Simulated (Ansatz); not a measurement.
GeH3O (SMILES [OH][GeH2+]) (charge +1)

Input

```
crystal:
  periodic: [false, false, false]
  atoms:
    - symbol: Ge
      position_ang: [-0.394667, -0.052420, -0.362653]
    - symbol: O
      position_ang: [0.405526, -1.267305, 0.554807]
    - symbol: H
      position_ang: [0.400374, 0.297136, -1.620624]
    - symbol: H
      position_ang: [-1.731508, 0.519105, 0.136600]
    - symbol: H
      position_ang: [-0.012156, -1.572355, 1.385231]
basis:
  gaussian: {orbitals: def2-TZVPD}
total_charge: 1
output: {forces: true, orbitals: {seedname: orbitals}}
hamiltonian: {xc: pbe0}
```

Command:

```sh
ansatz run input.yaml --threads 1 --pin off --max-ram 2610MiB --events-out events.jsonl --progress --plain --runs-dir runs
```

Geometry: B3LYP/6-31G*.

All numbers below come from isolated molecule in a Gaussian basis; Kohn-Sham density functional theory, functional PBE0 in Ansatz 0.2.0.

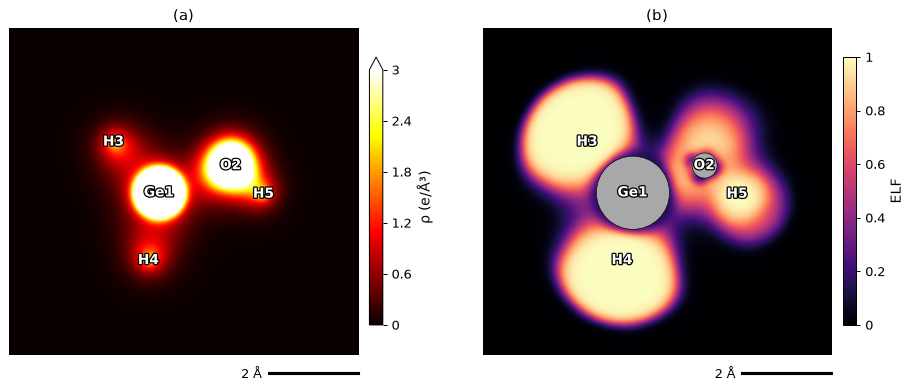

Figure 1. (a) total electron density; (b) ELF on the molecular plane. Grey discs cover the atomic cores in the ELF map.

Read the bonding off the picture.

Answer. The plane passes through Ge, O and H nuclei. Ge–O (1.72 Å): ρ is about 1.1 e/Å³ halfway; the ELF peaks at about 0.80 in the valence shell of O, 0.6 Å from its nucleus, and is about 0.30 at the midpoint. O–H (0.98 Å): ρ is about 3.7 e/Å³ halfway; the ELF climbs to about 1 towards the hydrogen, as it does in any bond to H: a covalent bond by its length. Ge–H (1.53 Å): ρ at the midpoint is about 1.1 e/Å³; the ELF climbs to about 1 towards the hydrogen. The ELF also peaks beside O2, away from the bonds: lone-pair regions.

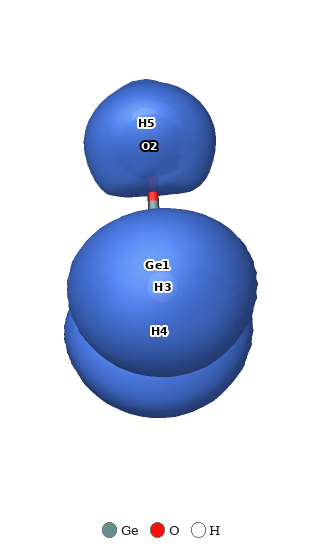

Figure 2. Isosurface of the ELF at 0.75 (blue), seen at an oblique angle. Core shells and regions of very low density are left out.

What do the ELF domains correspond to?

Answer. The ELF exceeds this value in two regions around hydrogen nuclei and one joined region spread over several atoms (H, O), in which their bonds and any lone pairs are merged.

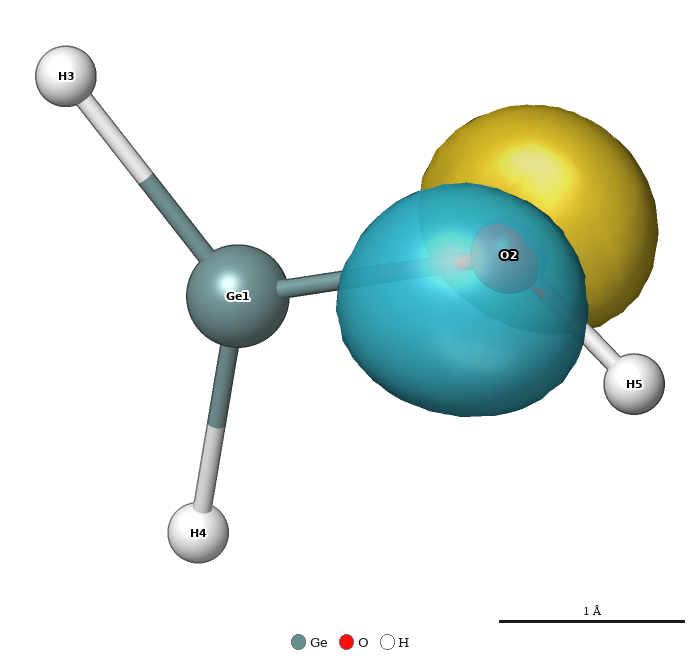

Figure 3. The HOMO−1 at ±0.3 Å⁻³ᐟ² (yellow and cyan are the two phases), seen at a tilt.

Describe this orbital and give its energy.

Answer. Its weight (Hirshfeld) is mainly on O2 (about 80 %) and Ge1 (about 15 %); it changes sign across the molecular plane (π type). Its energy is −16.59 eV.
